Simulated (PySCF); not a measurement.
**SOF₄: single-point calculation**

The run: single-point calculation of SOF₄. Method and program: RKS-based B97-3, S def2-SVP, O def2-SVP, F def2-SVP; non-relativistic Hamiltonian; density fitting (PySCF 2.14.0).

The geometry comes from this level: PBE0.

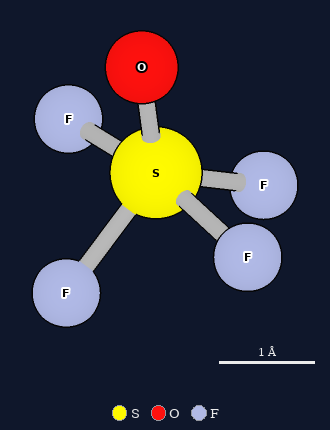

The structure (ball-and-stick view, seen at a tilt).

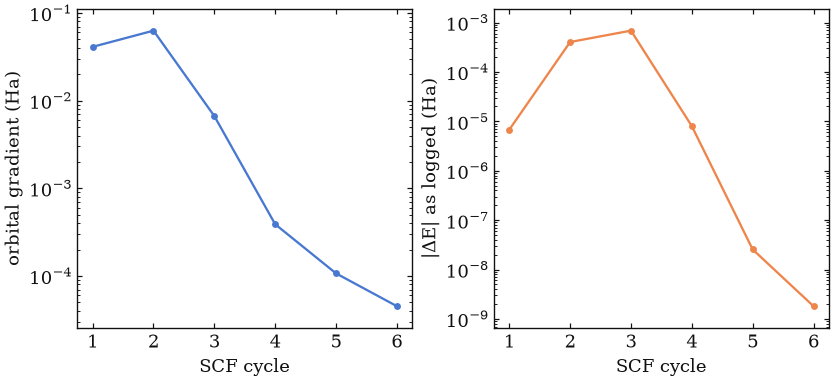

Convergence of the self-consistent field: orbital gradient and size of the energy change against the SCF cycle. The residual falls almost steadily, with no more than small rises.

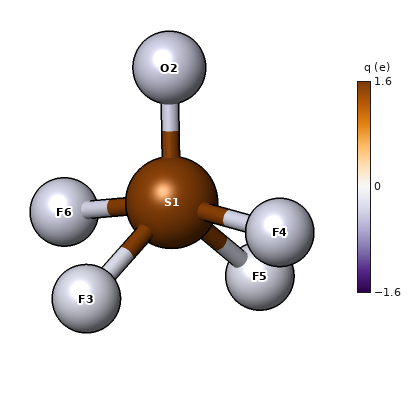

Mulliken charges, as the colour of each atom (ball-and-stick view, seen at a tilt; atoms are numbered from 1 in the order of the input). By element: S +1.54, O −0.37 and F −0.33 to −0.25 e.

The input and output of the run follow.

### Input file
```python
from pyscf import gto, scf, dft
mol = gto.M(atom='''
S      0.000000     0.000000     0.155579
O      0.000000     0.000000     1.585757
F      1.297749    -0.000000    -0.744626
F     -0.000000     1.599476    -0.053725
F     -1.297749    -0.000000    -0.744626
F      0.000000    -1.599476    -0.053725''',
    basis={'S': 'def2-SVP', 'O': 'def2-SVP', 'F': 'def2-SVP'},
    charge=0, spin=0)
mf = dft.RKS(mol, xc='HYB_GGA_XC_B97_3')
mf.grids.atom_grid = (75, 302)
aux = {'S': 'def2-universal-JKFIT', 'O': 'def2-universal-JKFIT', 'F': 'def2-universal-JKFIT'}
mf = mf.density_fit(auxbasis=aux)
mf.conv_tol = 1e-09
mf.diis_space = 10
mf.max_cycle = 60
mf.verbose = 4
mf.kernel()
```

The script is an equivalent of the set-up of the self-consistent field. The run itself was carried out by a driver, which started from the orbitals of the step before it where there was one and computed the further properties.

Command:
```bash
OMP_NUM_THREADS=2 python axn.py task.json out
```

### Output
```
init E= -871.96136239281
  HOMO = -0.388004165877996  LUMO = -0.0608907844849127  gap/eV = 8.90121
cycle= 1 E= -871.961369183173  delta_E= -6.79e-06  |g|= 0.0411  |ddm|= 0.0763
  HOMO = -0.382307837316837  LUMO = -0.0631150010433887  gap/eV = 8.68568
cycle= 2 E= -871.960965445528  delta_E= 0.000404  |g|= 0.0629  |ddm|= 0.0758
  HOMO = -0.386592325889216  LUMO = -0.0614505742058458  gap/eV = 8.84756
cycle= 3 E= -871.961651376135  delta_E= -0.000686  |g|= 0.00667  |ddm|= 0.0488
  HOMO = -0.386030600736438  LUMO = -0.0616019092574205  gap/eV = 8.82815
cycle= 4 E= -871.961659379105  delta_E= -8e-06  |g|= 0.000389  |ddm|= 0.00496
  HOMO = -0.386093578619691  LUMO = -0.0616421772091744  gap/eV = 8.82877
cycle= 5 E= -871.961659404613  delta_E= -2.55e-08  |g|= 0.000107  |ddm|= 0.000355
  HOMO = -0.386076062496451  LUMO = -0.061615485455341  gap/eV = 8.82902
cycle= 6 E= -871.961659406424  delta_E= -1.81e-09  |g|= 4.52e-05  |ddm|= 0.000111
  HOMO = -0.386075422669919  LUMO = -0.0616220972347481  gap/eV = 8.82882
Extra cycle  E= -871.961659405946  delta_E= 4.78e-10  |g|= 7.17e-05  |ddm|= 7.82e-05
converged SCF energy = -871.961659405946
```

### Key numbers

| quantity | value |
| --- | --- |
| outcome | converged |
| total energy | −871.961659 hartree |
| HOMO | −10.51 eV |
| LUMO | −1.68 eV |
| dipole moment | 1.01 D |
| hardware | 2 threads of Arm Neoverse V2, 24 GiB of memory available, shared host |
| wall time | 6.2 s (CPU time 11 s) |
| peak memory | 1.2 GiB |
